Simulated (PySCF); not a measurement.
# H4PSi (SMILES [SiH2]P) at UHF/6-31G(d) (spherical functions, max memory mb 1860)

Aim: a geometry optimisation of H4PSi. Input form: a Python script.

The calculation is run with PySCF 2.14.0.

## (1) The structure to begin with

The species is H4PSi (6 atoms), typed as a doublet with charge 0. SMILES: `[SiH2]P`. Geometry: a GFN2-xTB relaxation, a rough one for these elements and not checked as a minimum. The run starts from this shape.

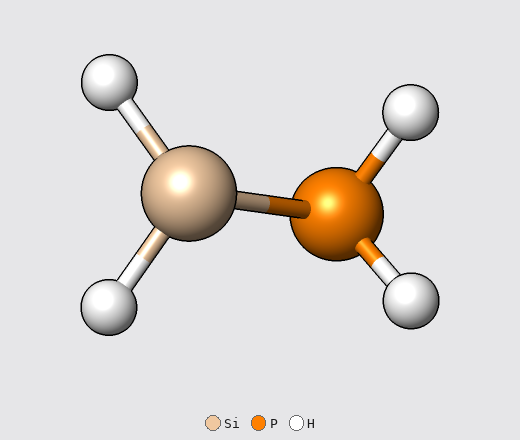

Viewed from a chosen angle; silicon light orange, phosphorus orange, hydrogen white.

## (2) A structure relaxation at UHF/6-31G(d) (spherical functions, max memory mb 1860)

The input, job.py:

```python
from pyscf import gto
from pyscf.geomopt.geometric_solver import kernel as optimise

system = gto.M(
    atom=[
    ('Si', (0.127020, -0.986120, -0.104660)),
    ('P', (-0.338670, 1.170000, 0.142220)),
    ('H', (-0.300620, -1.724700, 1.087920)),
    ('H', (-0.579260, -1.514310, -1.276300)),
    ('H', (0.434680, 1.617150, -0.915300)),
    ('H', (0.656850, 1.437980, 1.066130)),
],
    verbose=3,
    charge=0,
    max_memory=1860,
    spin=1,
    basis='6-31g*',
)

mf = system.UHF()
mf.conv_tol = 1e-10
converged, mol_eq = optimise(mf, maxsteps=60, convergence_set='GAU_TIGHT')
print('converged:', converged)
print(mol_eq.tostring())

mf.reset(mol_eq)
system = mol_eq
mf.kernel()
if not mf.converged:
    mf = mf.newton().run(mf.mo_coeff, mf.mo_occ)
e_final = mf.e_tot
print('Final energy', e_final)
```

Started as:

```sh
$ OMP_NUM_THREADS=1 python job.py
```

Output:

```text
convergence_set           GAU_TIGHT
maxiter                   60
----------------------------------------------------------
Custom engine selected.
Bonds will be generated from interatomic distances less than 1.20 times sum of covalent radii
18 internal coordinates being used (instead of 18 Cartesians)
Internal coordinate system (atoms numbered from 1):
Distance 1-2
Distance 1-3
Distance 1-4
Distance 2-5
Distance 2-6
Angle 2-1-3
Angle 2-1-4
Angle 3-1-4
Angle 1-2-5
Angle 1-2-6
Angle 5-2-6
Dihedral 3-1-2-5
Dihedral 3-1-2-6
Dihedral 4-1-2-5
Dihedral 4-1-2-6
Translation-X 1-6
Translation-Y 1-6
Translation-Z 1-6
Rotation-A 1-6
Rotation-B 1-6
Rotation-C 1-6
> ===== Optimization Info: ====
> Job type: Energy minimization
> Maximum number of optimization cycles: 60
> Initial / maximum trust radius (Angstrom): 0.100 / 0.300
> Convergence Criteria:
> Will converge when all 5 criteria are reached:
>  |Delta-E| < 1.00e-06
>  RMS-Grad  < 1.00e-05
>  Max-Grad  < 1.50e-05
>  RMS-Disp  < 4.00e-05
>  Max-Disp  < 6.00e-05
> === End Optimization Info ===

[... 10 lines left out ...]
WARN: Mole.unit (angstrom) is changed to Bohr
[... 12 lines left out ...]
Step    0 : Gradient = 9.230e-03/1.111e-02 (rms/max) Energy = -631.9152854053
[... 34 lines left out ...]
converged SCF energy = -631.916763237338  <S^2> = 0.7569155  2S+1 = 2.0069036
[... 45 lines left out ...]
converged SCF energy = -631.916764934842  <S^2> = 0.75692405  2S+1 = 2.0069121
[... 45 lines left out ...]
converged SCF energy = -631.916764968032  <S^2> = 0.756925  2S+1 = 2.006913
[... 45 lines left out ...]
converged SCF energy = -631.916765001888  <S^2> = 0.75692558  2S+1 = 2.0069136
[... 45 lines left out ...]
converged SCF energy = -631.916765005024  <S^2> = 0.7569251  2S+1 = 2.0069132
[... 35 lines left out ...]
Converged! =D
[... 1 line left out ...]
converged: True
Si          0.13722090       -1.02397924       -0.10775595
P          -0.31304860        1.18004053        0.14205393
H          -0.31651154       -1.75033548        1.09752317
H          -0.59139320       -1.53610178       -1.28801724
H           0.42308883        1.65772479       -0.95244248
H           0.66064361        1.47265118        1.10864857

converged SCF energy = -631.916765005025  <S^2> = 0.75692525  2S+1 = 2.0069133
Final energy -631.9167650050249
```

Wall time 22 s (1 thread of Arm Neoverse V1, shared host); peak memory 0.14 GiB.

The path in brief:

```tsv
step	energy from the first frame kept (eV)	largest force (eV/Å)
0	0.0000	0.5712
1	-0.0388	0.1420
2	-0.0402	0.0207
3	-0.0403	0.0040
4	-0.0403	0.0015
5	-0.0403	0.0005
6	-0.0403	0.0007
7	-0.0403	0.0014
8	-0.0403	0.0011
9	-0.0403	0.0003
10	-0.0403	0.0000
11	-0.0403	0.0000
```

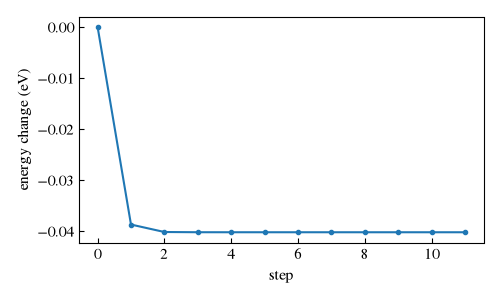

Energy along the run.

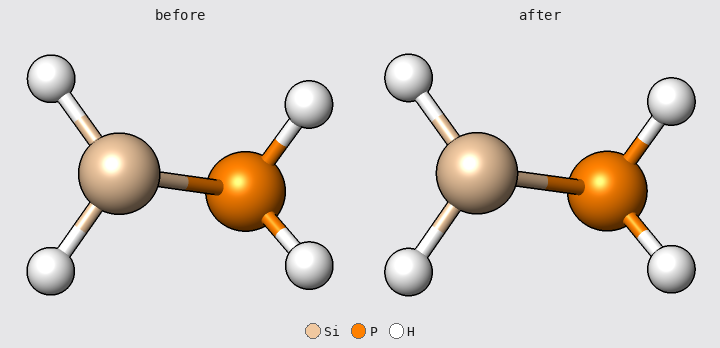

Before and after, at one scale.

After the run. Bond lengths: Si1–P2 2.263 Å, Si1–H3 1.479 Å, Si1–H4 1.479 Å, P2–H5 1.403 Å, P2–H6 1.403 Å. Angles: Si1–P2–H5 98.1°, Si1–P2–H6 98.1°, P2–Si1–H3 109.1°, P2–Si1–H4 109.1°, H5–P2–H6 95.9°, H3–Si1–H4 109.2°.

## (3) Outcome

Level: UHF/6-31G* (spherical functions, max memory mb 1860).

```
                          quantity          value
           total energy at the end  -631.91677 Eh
                     dipole moment         1.08 D
HOMO energy (highest over α and β)       -8.45 eV
 LUMO energy (lowest over α and β)        1.03 eV
                              ⟨S²⟩          0.757
```

At the final geometry: Bond lengths: Si1–P2 2.263 Å, Si1–H3 1.479 Å, Si1–H4 1.479 Å, P2–H5 1.403 Å, P2–H6 1.403 Å. Angles: Si1–P2–H5 98.1°, Si1–P2–H6 98.1°, P2–Si1–H3 109.1°, P2–Si1–H4 109.1°, H5–P2–H6 95.9°, H3–Si1–H4 109.2°. The optimisation took 11 steps and changed the energy by -0.040 eV. Mulliken charges run from -0.14 on P2 to +0.37 on Si1.
